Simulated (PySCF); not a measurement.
## Geometry relaxation, with input and output: C₃H₄Si (part 3 of 4)

Continued. System: C₃H₄Si, multiplicity 3. Method: HF/6-31G*, UHF (PySCF 2.14.0). The geometry comes from this level: GFN2-xTB.

Geometry of the input (Å):
```
C  0.0789  1.4717  -2.2565
C  0.0534  0.7868  -1.2116
C  0.0292  0.0838  -0.1393
Si -0.0482  -0.9041  1.3859
H  0.0919  2.0482  -3.1317
H  -0.7742  -0.1424  2.4095
H  1.3193  -1.1822  1.8410
H  -0.7503  -2.1619  1.1026
```

Output, continued
```
Geometry optimization cycle 19
Cartesian coordinates (Angstrom)
 Atom        New coordinates             dX        dY        dZ
   C   0.269439   1.457820  -2.320706    0.012280 -0.002087 -0.002300
   C   0.110834   0.780177  -1.226479    0.001410 -0.000187 -0.000017
   C   0.099406   0.076028  -0.157390    0.004381 -0.000006 -0.001607
  Si  -0.053343  -0.900858   1.382746   -0.000256  0.000999 -0.001472
   H  -0.145022   2.080573  -3.075015   -0.013901 -0.002899  0.010241
   H  -0.796696  -0.124441   2.390020   -0.001103  0.002540 -0.003419
   H   1.289322  -1.213733   1.900412   -0.001606 -0.000166  0.000804
   H  -0.773939  -2.155576   1.106421   -0.001204  0.001807 -0.002231
converged SCF energy = -404.731800165449  <S^2> = 2.417718  2S+1 = 3.2666301
--------------- DFUHF_Scanner gradients ---------------
         x                y                z
0 C     0.0000130756    -0.0001425905     0.0002056443
1 C     0.0000506150     0.0000399305    -0.0001042980
2 C     0.0001462235     0.0000954659    -0.0001926368
3 Si    -0.0001043575     0.0000008337     0.0000475516
4 H    -0.0000965023     0.0000055581     0.0000443621
5 H    -0.0000026721     0.0000061117     0.0000014934
6 H    -0.0000044774    -0.0000005125     0.0000018144
7 H    -0.0000019049    -0.0000047969    -0.0000039310
----------------------------------------------
cycle 19: E = -404.731800165  dE = -1.54793e-05  norm(grad) = 0.000412319
Step   18 : Displace = 8.111e-03/1.740e-02 (rms/max) Trust = 4.331e-02 (+) Grad = 1.458e-04/2.600e-04 (rms/max) E (change) = -404.7318001654 (-1.548e-05) Quality = 0.897
Hessian Eigenvalues: 2.79161e-02 5.00000e-02 5.00000e-02 ... 4.08515e-01 5.01988e-01 7.67709e-01

Geometry optimization cycle 20
Cartesian coordinates (Angstrom)
 Atom        New coordinates             dX        dY        dZ
   C   0.268219   1.457949  -2.320296   -0.001220  0.000129  0.000410
   C   0.108218   0.780769  -1.226038   -0.002616  0.000592  0.000441
   C   0.096000   0.076644  -0.156739   -0.003406  0.000616  0.000651
  Si  -0.053440  -0.901047   1.383076   -0.000097 -0.000189  0.000330
   H  -0.140129   2.080783  -3.077732    0.004893  0.000211 -0.002717
   H  -0.796025  -0.125921   2.391896    0.000672 -0.001481  0.001876
   H   1.290339  -1.212826   1.898557    0.001018  0.000907 -0.001856
   H  -0.773183  -2.156361   1.107287    0.000756 -0.000784  0.000865
converged SCF energy = -404.731801812735  <S^2> = 2.417574  2S+1 = 3.2665419
--------------- DFUHF_Scanner gradients ---------------
         x                y                z
0 C    -0.0000891386     0.0000554505    -0.0000511276
1 C     0.0000280413    -0.0001053501     0.0001371002
2 C     0.0001479247     0.0000332604    -0.0001046183
3 Si    -0.0000920121     0.0000089737     0.0000253844
4 H     0.0000070406     0.0000042580    -0.0000021103
5 H    -0.0000003746     0.0000034113    -0.0000028731
6 H    -0.0000022546    -0.0000004376     0.0000011155
7 H     0.0000007733     0.0000004339    -0.0000028708
----------------------------------------------
cycle 20: E = -404.731801813  dE = -1.64729e-06  norm(grad) = 0.000295885
Step   19 : Displace = 2.881e-03/5.575e-03 (rms/max) Trust = 6.126e-02 (+) Grad = 1.046e-04/1.842e-04 (rms/max) E (change) = -404.7318018127 (-1.647e-06) Quality = 1.391
Hessian Eigenvalues: 3.01964e-02 4.99992e-02 5.00000e-02 ... 4.08206e-01 5.29819e-01 7.91380e-01

Geometry optimization cycle 21
Cartesian coordinates (Angstrom)
 Atom        New coordinates             dX        dY        dZ
   C   0.268492   1.457723  -2.319979    0.000273 -0.000226  0.000317
   C   0.104801   0.781652  -1.225632   -0.003417  0.000883  0.000406
   C   0.091300   0.077654  -0.156095   -0.004699  0.001010  0.000643
  Si  -0.053678  -0.901135   1.383309   -0.000238 -0.000088  0.000233
   H  -0.135117   2.080548  -3.079899    0.005013 -0.000236 -0.002166
   H  -0.795191  -0.127784   2.394271    0.000834 -0.001863  0.002375
   H   1.291635  -1.211380   1.895747    0.001296  0.001445 -0.002810
   H  -0.772244  -2.157287   1.108288    0.000939 -0.000927  0.001002
converged SCF energy = -404.73180294818  <S^2> = 2.4176149  2S+1 = 3.2665669
--------------- DFUHF_Scanner gradients ---------------
         x                y                z
0 C    -0.0000758800     0.0000964987    -0.0001238269
1 C    -0.0000795244    -0.0000774011     0.0001589334
2 C     0.0001661892    -0.0000424550    -0.0000063628
3 Si    -0.0000671413     0.0000245596    -0.0000108866
4 H     0.0000545083    -0.0000013820    -0.0000173643
5 H     0.0000010068     0.0000000041    -0.0000018877
6 H    -0.0000015699    -0.0000009495     0.0000012662
7 H     0.0000024114     0.0000011251     0.0000001288
----------------------------------------------
cycle 21: E = -404.731802948  dE = -1.13545e-06  norm(grad) = 0.000325516
Step   20 : Displace = 3.365e-03/5.450e-03 (rms/max) Trust = 8.663e-02 (+) Grad = 1.151e-04/1.938e-04 (rms/max) E (change) = -404.7318029482 (-1.135e-06) Quality = 1.379
Hessian Eigenvalues: 3.09584e-02 4.99868e-02 5.00000e-02 ... 4.08848e-01 5.19192e-01 8.07386e-01

Geometry optimization cycle 22
Cartesian coordinates (Angstrom)
 Atom        New coordinates             dX        dY        dZ
   C   0.269442   1.457398  -2.319811    0.000950 -0.000325  0.000168
   C   0.102486   0.782296  -1.225479   -0.002315  0.000644  0.000153
   C   0.087318   0.078552  -0.155690   -0.003982  0.000898  0.000405
  Si  -0.053948  -0.901147   1.383441   -0.000270 -0.000012  0.000132
   H  -0.131833   2.080198  -3.080990    0.003283 -0.000350 -0.001091
   H  -0.794567  -0.129235   2.396153    0.000624 -0.001451  0.001882
   H   1.292650  -1.210079   1.893317    0.001015  0.001301 -0.002430
   H  -0.771549  -2.157993   1.109069    0.000695 -0.000706  0.000781
converged SCF energy = -404.731803552499  <S^2> = 2.4176574  2S+1 = 3.266593
--------------- DFUHF_Scanner gradients ---------------
         x                y                z
0 C    -0.0000257199     0.0000184763    -0.0000306152
1 C    -0.0001499990     0.0000467523     0.0000113677
2 C     0.0001673763    -0.0000847666     0.0000516051
3 Si    -0.0000451228     0.0000245819    -0.0000198495
4 H     0.0000513199    -0.0000023881    -0.0000157274
5 H     0.0000009816    -0.0000020258     0.0000005359
6 H    -0.0000009464    -0.0000005874     0.0000008081
7 H     0.0000021104    -0.0000000427     0.0000018754
----------------------------------------------
cycle 22: E = -404.731803552  dE = -6.04319e-07  norm(grad) = 0.000265621
Step   21 : Displace = 2.552e-03/4.102e-03 (rms/max) Trust = 1.225e-01 (+) Grad = 9.391e-05/1.946e-04 (rms/max) E (change) = -404.7318035525 (-6.043e-07) Quality = 1.389
Hessian Eigenvalues: 3.01725e-02 3.79389e-02 5.00000e-02 ... 4.09257e-01 5.47326e-01 7.92286e-01

Geometry optimization cycle 23
Cartesian coordinates (Angstrom)
 Atom        New coordinates             dX        dY        dZ
   C   0.270569   1.457113  -2.319776    0.001127 -0.000285  0.000036
   C   0.101317   0.782626  -1.225472   -0.001169  0.000330  0.000007
   C   0.084108   0.079277  -0.155444   -0.003211  0.000725  0.000246
  Si  -0.054219  -0.901125   1.383522   -0.000272  0.000022  0.000081
   H  -0.129938   2.079888  -3.081408    0.001895 -0.000310 -0.000418
   H  -0.794142  -0.130286   2.397555    0.000425 -0.001051  0.001402
   H   1.293391  -1.209003   1.891375    0.000741  0.001077 -0.001942
   H  -0.771085  -2.158500   1.109658    0.000463 -0.000507  0.000588
converged SCF energy = -404.731803995254  <S^2> = 2.4176665  2S+1 = 3.2665985
--------------- DFUHF_Scanner gradients ---------------
         x                y                z
0 C     0.0000181539    -0.0000563184     0.0000629680
1 C    -0.0001648074     0.0001364545    -0.0001160610
2 C     0.0001429536    -0.0000902990     0.0000682616
3 Si    -0.0000273120     0.0000139396    -0.0000102540
4 H     0.0000298787    -0.0000013974    -0.0000078612
5 H     0.0000000788    -0.0000021806     0.0000017875
6 H     0.0000002759     0.0000005979    -0.0000004473
7 H     0.0000007785    -0.0000007967     0.0000016064
----------------------------------------------
cycle 23: E = -404.731803995  dE = -4.42755e-07  norm(grad) = 0.000319345
Step   22 : Displace = 1.844e-03/3.301e-03 (rms/max) Trust = 1.733e-01 (+) Grad = 1.129e-04/2.434e-04 (rms/max) E (change) = -404.7318039953 (-4.428e-07) Quality = 1.501
Hessian Eigenvalues: 2.14558e-02 3.36404e-02 5.00000e-02 ... 4.08195e-01 5.85347e-01 8.04186e-01

Geometry optimization cycle 24
Cartesian coordinates (Angstrom)
 Atom        New coordinates             dX        dY        dZ
   C   0.271938   1.456841  -2.319817    0.001369 -0.000272 -0.000041
   C   0.100827   0.782748  -1.225540   -0.000491  0.000121 -0.000068
   C   0.080528   0.080066  -0.155217   -0.003580  0.000789  0.000228
  Si  -0.054567  -0.901076   1.383593   -0.000348  0.000049  0.000071
   H  -0.128453   2.079577  -3.081580    0.001484 -0.000310 -0.000173
   H  -0.793739  -0.131344   2.399006    0.000404 -0.001058  0.001451
   H   1.294125  -1.207811   1.889278    0.000734  0.001191 -0.002097
   H  -0.770658  -2.159011   1.110288    0.000427 -0.000511  0.000630
converged SCF energy = -404.731804466392  <S^2> = 2.4175993  2S+1 = 3.2665574
--------------- DFUHF_Scanner gradients ---------------
         x                y                z
0 C     0.0000454648    -0.0001031544     0.0001237737
1 C    -0.0001206413     0.0001681080    -0.0001873203
2 C     0.0000816301    -0.0000647024     0.0000560444
3 Si    -0.0000071296    -0.0000013806     0.0000059407
4 H     0.0000012731     0.0000014325     0.0000011864
5 H    -0.0000010257    -0.0000013181     0.0000018372
6 H     0.0000012276     0.0000019481    -0.0000017910
7 H    -0.0000007990    -0.0000009331     0.0000003289
----------------------------------------------
cycle 24: E = -404.731804466  dE = -4.71137e-07  norm(grad) = 0.000346456
Step   23 : Displace = 1.896e-03/3.673e-03 (rms/max) Trust = 2.450e-01 (+) Grad = 1.225e-04/2.791e-04 (rms/max) E (change) = -404.7318044664 (-4.711e-07) Quality = 1.384
Hessian Eigenvalues: 1.77760e-02 3.45468e-02 5.00000e-02 ... 4.07481e-01 5.62236e-01 8.14826e-01

Geometry optimization cycle 25
Cartesian coordinates (Angstrom)
 Atom        New coordinates             dX        dY        dZ
   C   0.272591   1.456781  -2.319899    0.000653 -0.000060 -0.000082
   C   0.101283   0.782592  -1.225606    0.000456 -0.000156 -0.000067
   C   0.078817   0.080429  -0.155126   -0.001710  0.000363  0.000090
  Si  -0.054768  -0.901033   1.383612   -0.000200  0.000043  0.000019
   H  -0.128198   2.079470  -3.081508    0.000256 -0.000107  0.000072
   H  -0.793598  -0.131764   2.399617    0.000140 -0.000420  0.000611
   H   1.294395  -1.207273   1.888353    0.000271  0.000538 -0.000925
   H  -0.770523  -2.159211   1.110570    0.000135 -0.000201  0.000282
converged SCF energy = -404.731804702142  <S^2> = 2.4174861  2S+1 = 3.2664881
--------------- DFUHF_Scanner gradients ---------------
         x                y                z
0 C     0.0000310660    -0.0000704196     0.0000831983
1 C    -0.0000454779     0.0000975313    -0.0001194315
2 C     0.0000218348    -0.0000241361     0.0000223516
3 Si     0.0000024999    -0.0000068960     0.0000109625
4 H    -0.0000088391     0.0000029213     0.0000041659
5 H    -0.0000011899    -0.0000003401     0.0000007603
6 H     0.0000010752     0.0000018079    -0.0000015044
7 H    -0.0000009690    -0.0000004686    -0.0000005026
----------------------------------------------
cycle 25: E = -404.731804702  dE = -2.3575e-07  norm(grad) = 0.000201339
Step   24 : Displace = 8.505e-04/1.751e-03 (rms/max) Trust = 3.000e-01 (+) Grad = 7.118e-05/1.608e-04 (rms/max) E (change) = -404.7318047021 (-2.358e-07) Quality = 1.283
Hessian Eigenvalues: 1.89089e-02 3.56881e-02 5.00000e-02 ... 4.06598e-01 4.98360e-01 8.00317e-01

Geometry optimization cycle 26
Cartesian coordinates (Angstrom)
 Atom        New coordinates             dX        dY        dZ
   C   0.272536   1.456854  -2.319944   -0.000055  0.000073 -0.000044
   C   0.101829   0.782430  -1.225620    0.000546 -0.000162 -0.000013
   C   0.078910   0.080406  -0.155136    0.000093 -0.000023 -0.000009
  Si  -0.054783  -0.901018   1.383597   -0.000016  0.000015 -0.000014
   H  -0.128574   2.079499  -3.081415   -0.000377  0.000028  0.000093
   H  -0.793645  -0.131678   2.399524   -0.000047  0.000086 -0.000093
   H   1.294313  -1.207340   1.888470   -0.000082 -0.000066  0.000117
   H  -0.770585  -2.159163   1.110534   -0.000063  0.000048 -0.000036
converged SCF energy = -404.731804750595  <S^2> = 2.4174247  2S+1 = 3.2664505
--------------- DFUHF_Scanner gradients ---------------
         x                y                z
0 C     0.0000075092    -0.0000205232     0.0000190249
1 C    -0.0000043373     0.0000228923    -0.0000266189
2 C    -0.0000007357    -0.0000026111     0.0000006432
3 Si     0.0000019955    -0.0000030649     0.0000052573
4 H    -0.0000039136     0.0000026932     0.0000024833
5 H    -0.0000006903    -0.0000000574    -0.0000000062
6 H     0.0000003789     0.0000008382    -0.0000004068
7 H    -0.0000002068    -0.0000001673    -0.0000003769
----------------------------------------------
cycle 26: E = -404.731804751  dE = -4.84532e-08  norm(grad) = 4.65854e-05
Step   25 : Displace = 2.614e-04/5.696e-04 (rms/max) Trust = 3.000e-01 (=) Grad = 1.647e-05/3.538e-05 (rms/max) E (change) = -404.7318047506 (-4.845e-08) Quality = 1.163
Hessian Eigenvalues: 2.00818e-02 3.45149e-02 4.99945e-02 ... 4.05810e-01 4.56445e-01 7.87451e-01

Geometry optimization cycle 27
Cartesian coordinates (Angstrom)
 Atom        New coordinates             dX        dY        dZ
   C   0.272417   1.456898  -2.319943   -0.000118  0.000044  0.000000
   C   0.101975   0.782397  -1.225610    0.000146 -0.000033  0.000010
   C   0.079179   0.080358  -0.155143    0.000269 -0.000049 -0.000007
  Si  -0.054762  -0.901017   1.383589    0.000022  0.000001 -0.000008
   H  -0.128747   2.079508  -3.081409   -0.000173  0.000010  0.000006
   H  -0.793678  -0.131593   2.399412   -0.000033  0.000085 -0.000112
   H   1.294244  -1.207446   1.888640   -0.000069 -0.000106  0.000170
   H  -0.770629  -2.159115   1.110475   -0.000043  0.000049 -0.000059
converged SCF energy = -404.731804753703  <S^2> = 2.4174137  2S+1 = 3.2664438
--------------- DFUHF_Scanner gradients ---------------
         x                y                z
0 C    -0.0000006796    -0.0000051154    -0.0000006750
1 C     0.0000018786     0.0000045612    -0.0000010079
2 C    -0.0000013538    -0.0000015759    -0.0000006816
3 Si     0.0000004717    -0.0000000785     0.0000011491
4 H    -0.0000001671     0.0000020581     0.0000014380
5 H    -0.0000003830    -0.0000001273    -0.0000001660
6 H     0.0000000023     0.0000003783     0.0000000858
7 H     0.0000002310    -0.0000001006    -0.0000001422
----------------------------------------------
cycle 27: E = -404.731804754  dE = -3.10803e-09  norm(grad) = 8.09451e-06
Step   26 : Displace = 1.647e-04/2.732e-04 (rms/max) Trust = 3.000e-01 (=) Grad = 2.862e-06/5.204e-06 (rms/max) E (change) = -404.7318047537 (-3.108e-09) Quality = 1.125
Hessian Eigenvalues: 1.95034e-02 3.32391e-02 4.97840e-02 ... 4.05614e-01 4.46572e-01 7.86672e-01

Geometry optimization cycle 28
Cartesian coordinates (Angstrom)
 Atom        New coordinates             dX        dY        dZ
   C   0.272404   1.456910  -2.319937   -0.000014  0.000012  0.000007
   C   0.101977   0.782403  -1.225602    0.000003  0.000006  0.000008
   C   0.079211   0.080362  -0.155136    0.000032  0.000004  0.000006
  Si  -0.054759  -0.901017   1.383588    0.000002  0.000000 -0.000001
   H  -0.128755   2.079491  -3.081428   -0.000007 -0.000017 -0.000019
   H  -0.793678  -0.131589   2.399407   -0.000000  0.000004 -0.000005
   H   1.294236  -1.207464   1.888656   -0.000008 -0.000019  0.000016
   H  -0.770636  -2.159106   1.110461   -0.000007  0.000009 -0.000014
converged SCF energy = -404.731804753952  <S^2> = 2.4174117  2S+1 = 3.2664426
--------------- DFUHF_Scanner gradients ---------------
         x                y                z
0 C    -0.0000016485    -0.0000030388    -0.0000028642
1 C     0.0000011559     0.0000025477     0.0000027365
2 C    -0.0000003794    -0.0000014909    -0.0000011766
3 Si     0.0000001106     0.0000004032     0.0000003997
4 H     0.0000007586     0.0000016118     0.0000009306
5 H    -0.0000003187    -0.0000001248    -0.0000001205
6 H     0.0000000221     0.0000002435     0.0000002171
7 H     0.0000002993    -0.0000001517    -0.0000001227
----------------------------------------------
cycle 28: E = -404.731804754  dE = -2.48519e-10  norm(grad) = 6.63037e-06
```

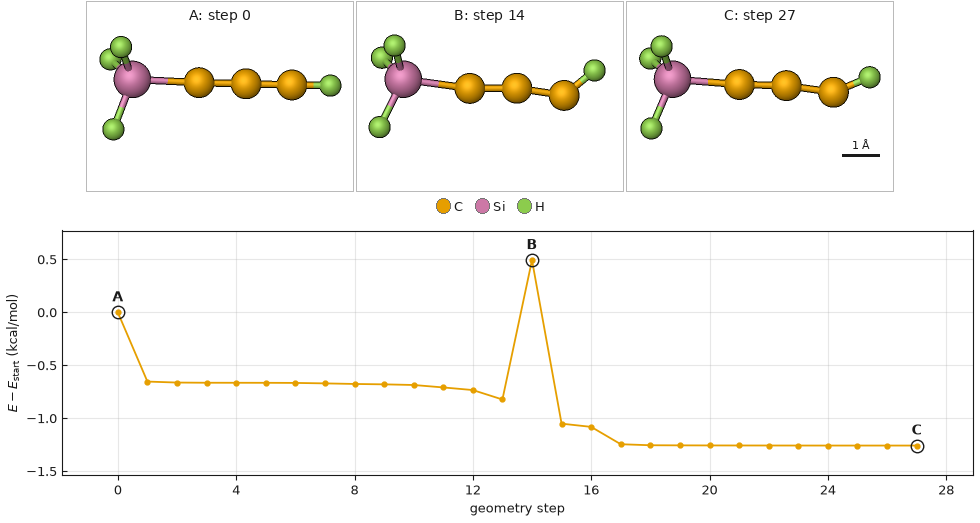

**Figure 1.** Frames of the relaxation (ball-and-stick view, seen at a tilt) above the curves, on which the letters mark them (steps are counted from 0).

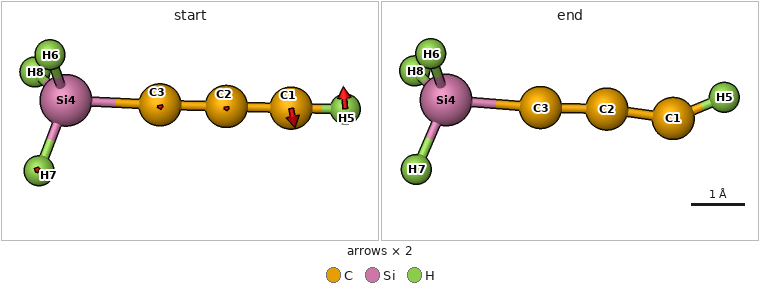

**Figure 2.** Before (left) and after (right) the relaxation, at one scale (ball-and-stick view, seen at a tilt). The red arrows give the displacements, magnified 2 times. After 27 geometry steps the energy has fallen by 1.26 kcal/mol. Largest force component: 0.97 eV/Å at the start, 0.00016 eV/Å at the end. The largest move after the best rigid fit is that of H5, 0.23 Å. Largest moves by element: H 0.23 Å, C 0.20 Å, Si 0.01 Å. Among the contacts that change: C1–C2 1.250 → 1.297 Å, C1–H5 1.048 → 1.062 Å, C3–Si4 1.819 → 1.830 Å, Si4–H6 1.468 → 1.473 Å. Among the angles that change: C2–C1–H5 179.5° → 149.3°, C1–C2–C3 179.9° → 173.3°. (Atoms are counted from 1 in the order of the input.)
